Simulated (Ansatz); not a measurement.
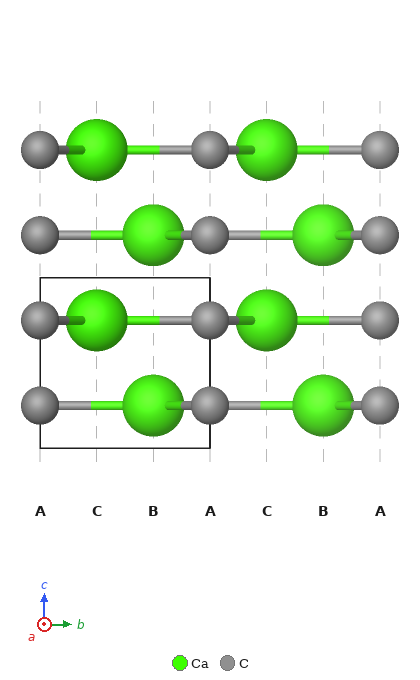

Projection along an edge of the hexagonal mesh, stacking direction c upwards. The dashed lines mark the three columns A (0, 0), B (1/3, 2/3) and C (2/3, 1/3). The sequence starts with the first layer at or above the cell's origin.

CaC (space group P6_3/mmc, No. 194). Coordinates: the end point of a relaxation with DFT PBE, scalar-relativistic, plane waves, PAW (Ansatz 0.2.0); the starting structure was generated, so it need not be a known form of this composition.

Question: Read off the stacking sequence over one period.

Answer: C(A)+Ca(B) – C(A)+Ca(C) (two layers in 3.73 Å).

Question: How are the C layers alone stacked?

Answer: C layers alone: AA, a sequence in which some neighbouring layers lie directly above each other.

Question: Which positions between or in the C layers do the other atoms fill?

Answer: Ca: two in-plane triangular sites, counted in one hexagonal cell. Two of the two gaps between C layers are empty, 1.86 Å wide.
